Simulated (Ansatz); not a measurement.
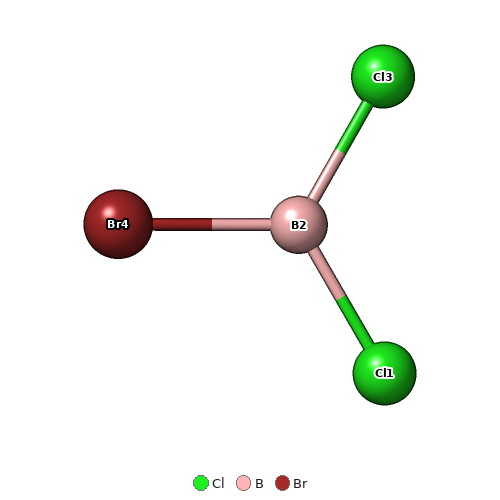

The system is BBrCl₂, SMILES ClB(Cl)Br; the picture shows the grid point nearest to the relaxed geometry. Two internal coordinates are moved rigidly from the geometry relaxed at PBE0-D4/def2-TZVP, all others fixed. Coordinates scanned: (1) bond B2–Br4; (2) angle Br4–B2–Cl3. Grid: 5 × 5 points. Points are written as (first, second). Energies are in kcal/mol, from the lowest grid point. The calculation used RKS r2SCAN-D4/def2-TZVPP (Ansatz).

Its coordinates:

```xyz
4

Cl    0.5821    0.6660    1.5108
B     0.0372   -0.0381    0.0221
Cl    0.4443   -1.6792   -0.3656
Br   -0.9722    0.9550   -1.1466
```

Range: bond B2–Br4 from 1.673 to 2.662 Å; angle Br4–B2–Cl3 from 90 to 150°.

### What landscape does the calculation give?

The lowest grid point is at (1.836 Å, 120°). The bottom of the well lies between grid points, at about (1.911 Å, 120°), about 1.4 kcal/mol lower on the interpolated surface. No other kind of well shows on this grid. The highest grid point, (1.673 Å, 90°), lies 65.2 kcal/mol above the lowest. Round the minimum the two coordinates are nearly uncoupled.

```
angle Br4–B2–Cl3 ↓, bond B2–Br4 →  1.673  1.836  2.075  2.353  2.662
                              150   65.0   39.4   32.1   41.3   57.4
                              135   26.6    8.3    9.5   26.0   47.5
                              120   16.4    0.0    3.5   21.8   44.6
                              105   26.7    8.4    9.6   26.0   47.5
                               90   65.2   39.6   32.2   41.4   57.4
```

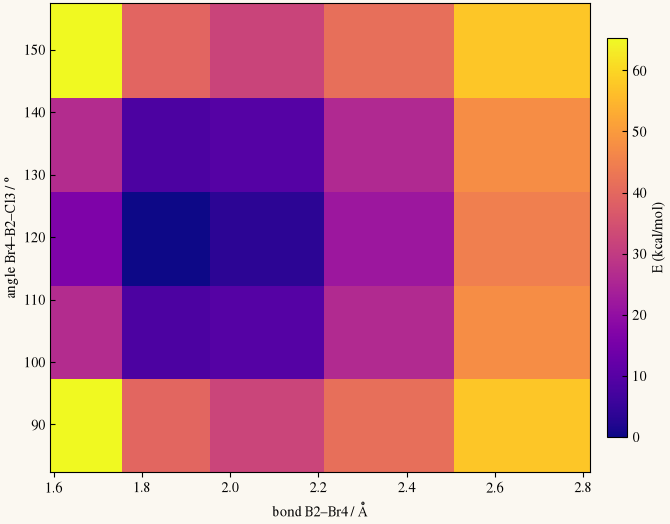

Drawn: one coloured cell a grid point.
